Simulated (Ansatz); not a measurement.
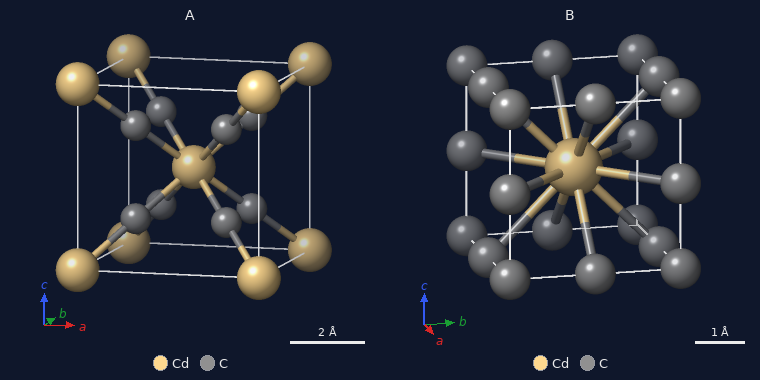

Two structures of CdC4, each relaxed to rest (conventional cells in solid outline, small ones repeated, not to one scale). Method: Ansatz 0.2.0, DFT PBE, scalar-relativistic, plane waves, PAW, without spin polarisation.

Question: Describe A and B.

Answer: A: 10 atoms a cell on a body-centred cubic lattice, Im-3m. B: 5 atoms a cell on a primitive cubic lattice, Pm-3m.

Question: Which of the two does the method prefer?

Answer: B is lower, by 1112 meV/atom at this level of theory (energies at zero smearing). Volumes: A 13.2, B 9.3 Å³/atom.

One or both may be structure types tried for this composition rather than known phases.
